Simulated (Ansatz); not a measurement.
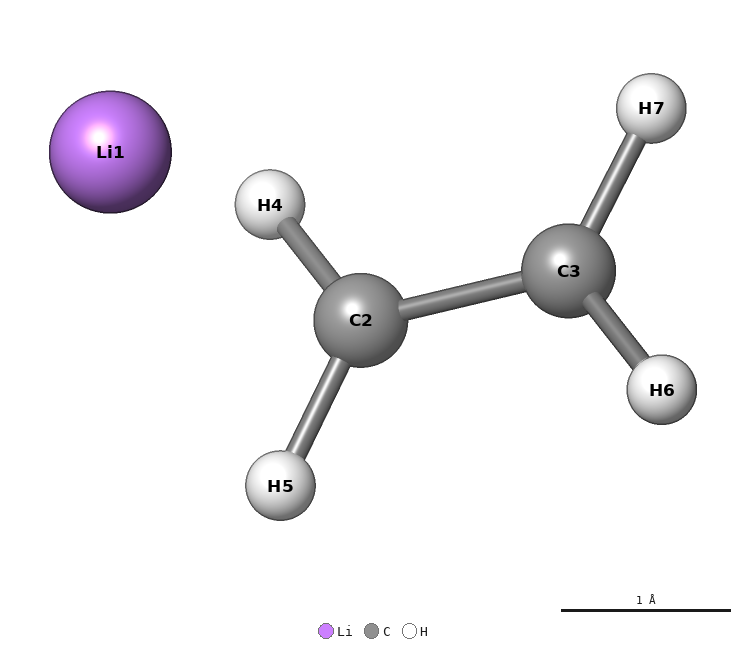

Atoms carry their numbers in the input. The species is neutral and a spin doublet. The computed structure is the end point of a PBE-D4/def2-SVP optimisation. No frequency run is at hand to confirm it as a minimum.

List the bonds and their lengths.

```
 bond  length (Å)
C2–C3       1.353
C2–H4       1.104
C2–H5       1.104
C3–H6       1.102
C3–H7       1.102
```
